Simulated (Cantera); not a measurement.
Input: 1 mol Cr2O3, 640 mol H2, 20 mol N2, held at 3.90 bar.

Cantera equilibrium calculation (NASA polynomials, part measured and part estimated; ideal gas, pure solids and liquids). Candidate condensed phases: Cr, CrN, Cr2N, Cr2O3, H2O; 29 gas species. Mutual solubility and eutectic melting of coexisting phases are not modelled. Rates play no part.

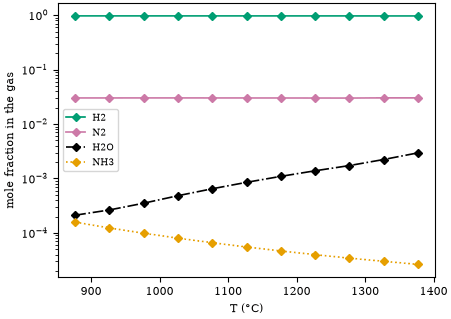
*Equilibrium gas composition (values under 1e-9 drawn at 1e-9)*

From 877 °C to 927 °C the condensed part is CrN(s) + Cr2O3(s). From 977 °C to 1277 °C the condensed part is Cr2N(s) + Cr2O3(s). From 1327 °C to 1377 °C the condensed part is Cr(s) + Cr2O3(s).
